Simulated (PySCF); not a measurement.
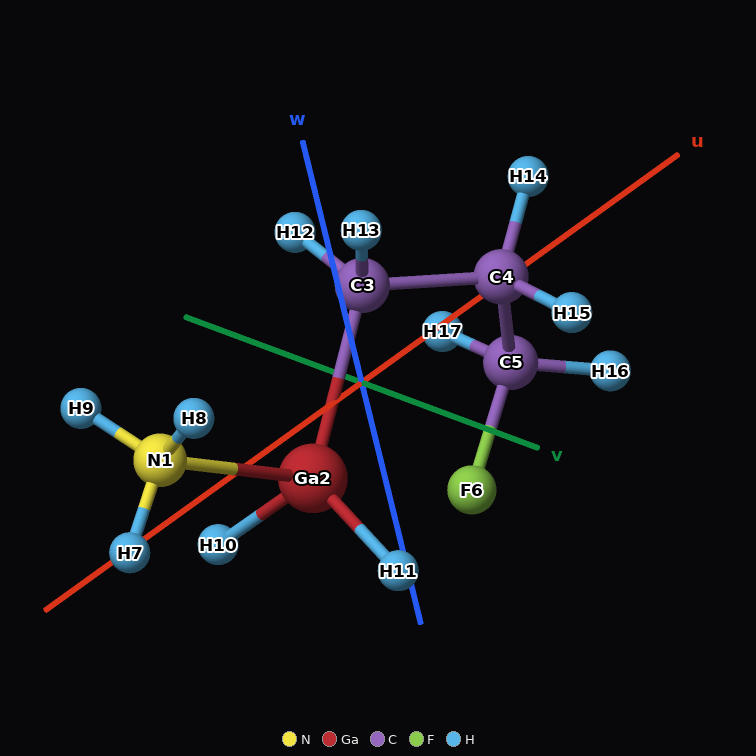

The lines u, v and w are the principal axes of the static dipole polarisability. Computed geometry: GFN2-xTB optimisation. No frequency run is at hand to confirm it as a minimum. Computed with B3LYP/def2-SVPD (PySCF 2.14.0).

**Along which axis is the molecule most polarisable, and along which least?**

Most along u, least along v.

**Give the three principal values.**

u 94.5, v 74.1, w 79.2 bohr³; mean 82.6, anisotropy 18.3 bohr³.

The geometry is semi-empirical. Around Ga such bond lengths and angles can be off by a tenth of an ångström or more and by several degrees, and values that hang on the shape move with them.
